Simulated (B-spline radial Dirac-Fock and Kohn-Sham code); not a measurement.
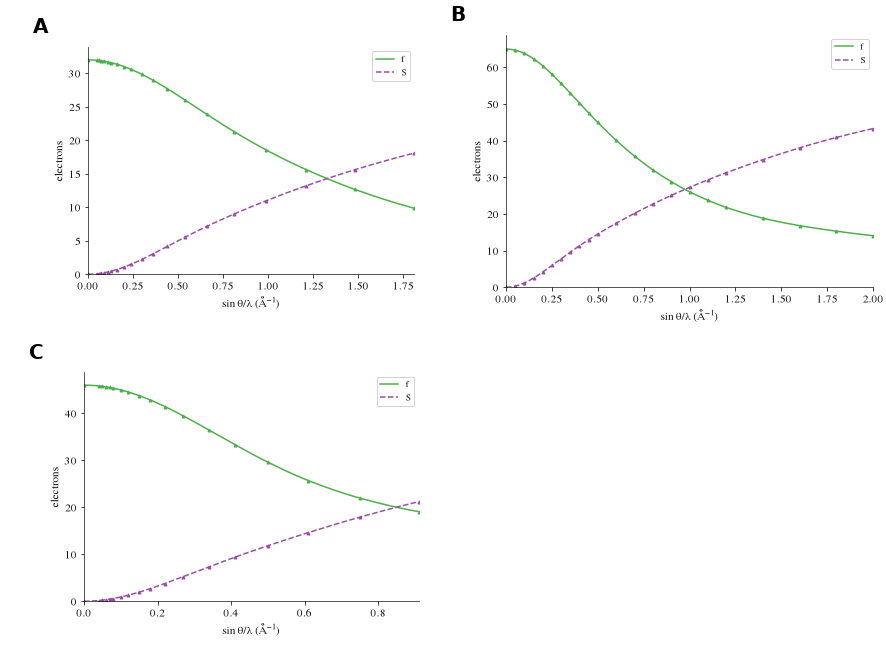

The panels show the same kind of result for Cs²³⁺, Cs⁹⁺ and Re¹⁰⁺, in another order; all are free and in their ground configurations. The X-ray form factor f and the incoherent scattering function S against sin θ/λ. (Panels may differ in axes and broadening.) Computed with a B-spline radial code: the spherical Dirac–Fock density (average of configuration), S by Waller and Hartree.

Assign each panel.

A is Cs²³⁺ (f(0) = 32); B is Re¹⁰⁺ (f(0) = 65); C is Cs⁹⁺ (f(0) = 46).
